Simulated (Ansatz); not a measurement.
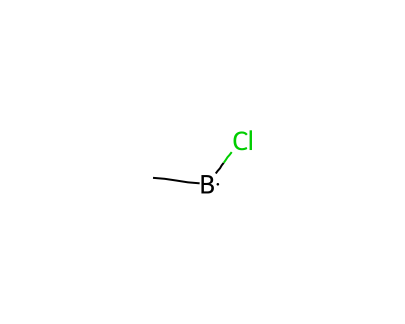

Skeletal drawing of a molecule. Charge 0, doublet.

Transcribe the drawing into SMILES.

Answer. C[B]Cl

Give the formula, hydrogens included.

Answer. CH3BCl.

An optimisation with PBE0-D4/def2-TZVP gave a structure of which point group?

Answer. C1.

The parts below concern this one geometry. Atoms keep their numbers from picture to picture. The geometry was computed by an optimisation with PBE0-D4/def2-TZVP.

### Shape

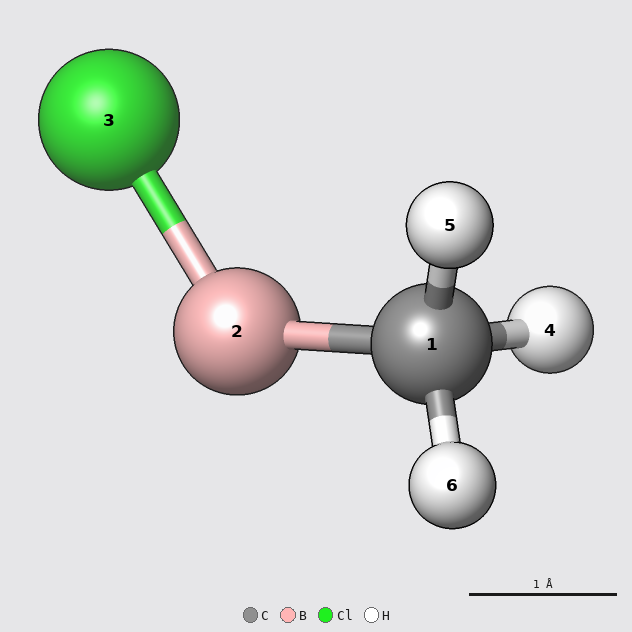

Numbered structure.

What are the angles B2–C1–H4, B2–C1–H5, B2–C1–H6, H4–C1–H5, H4–C1–H6, H5–C1–H6, C1–B2–Cl3?

```tsv
angle	degrees
B2–C1–H4	106.5
B2–C1–H5	113.2
B2–C1–H6	113.0
H4–C1–H5	107.3
H4–C1–H6	106.6
H5–C1–H6	109.9
C1–B2–Cl3	126.1
```

### Levels of theory compared

Program: Ansatz 0.2.0.

Compare HOMO energy (eV), dipole (D) at these levels: B3LYP-D4/def2-TZVPP; PBE-D4/def2-TZVPP; r2SCAN-D4/def2-TZVPP; ωB97M-V/def2-TZVPP.

| level | HOMO energy (eV) | dipole (D) |
| --- | --- | --- |
| B3LYP-D4/def2-TZVPP | −5.41 | 1.33 |
| PBE-D4/def2-TZVPP | −4.41 | 1.35 |
| r2SCAN-D4/def2-TZVPP | −4.79 | 1.39 |
| ωB97M-V/def2-TZVPP | −7.53 | 1.34 |

### Thermal motion

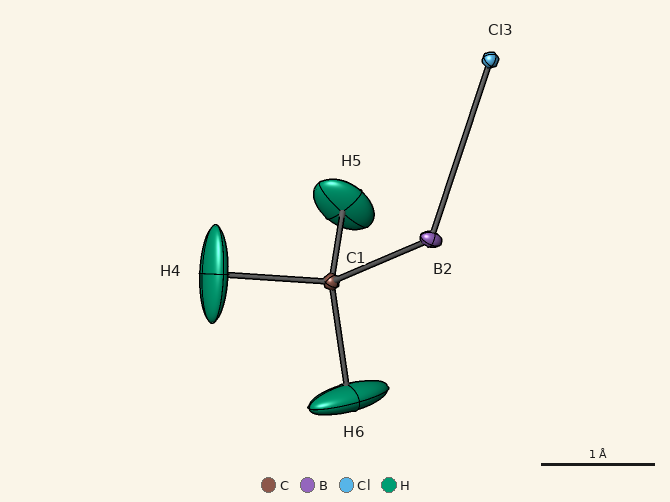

Displacement ellipsoids at the 50 % level, from the internal vibrations of the free molecule (harmonic, no overall translation or rotation; no half-axis is drawn under 0.075 Å). Vibrations computed with UKS PBE0-D4/def2-TZVP (Ansatz 0.2.0). Temperature: 0 K (zero-point motion alone).

Give the displacement parameters, one line for each set of equivalent atoms.

```json
{"atom": "C1", "U_eq (Å²)": "0.00100", "rms amplitudes (Å)": "0.022, 0.024, 0.044"}
{"atom": "B2", "U_eq (Å²)": "0.0027", "rms amplitudes (Å)": "0.035, 0.048, 0.067"}
{"atom": "Cl3", "U_eq (Å²)": "0.00023", "rms amplitudes (Å)": "0.008, 0.013, 0.022"}
{"atom": "H4", "U_eq (Å²)": "0.0338", "rms amplitudes (Å)": "0.073, 0.129, 0.282"}
{"atom": "H5", "U_eq (Å²)": "0.0223", "rms amplitudes (Å)": "0.073, 0.146, 0.200"}
{"atom": "H6", "U_eq (Å²)": "0.0299", "rms amplitudes (Å)": "0.079, 0.127, 0.259"}
```

### Charges

The questions are on Mulliken charges. Method: UKS B3LYP-D4/def2-TZVPP (Ansatz 0.2.0).

Give the Mulliken charges atom by atom.

```csv
atom,value (e)
C1,−0.25
B2,0.03
Cl3,−0.11
H4,0.10
H5,0.10
H6,0.12
```

Mulliken values depend strongly on the basis set and can even reverse the polarity of a bond.
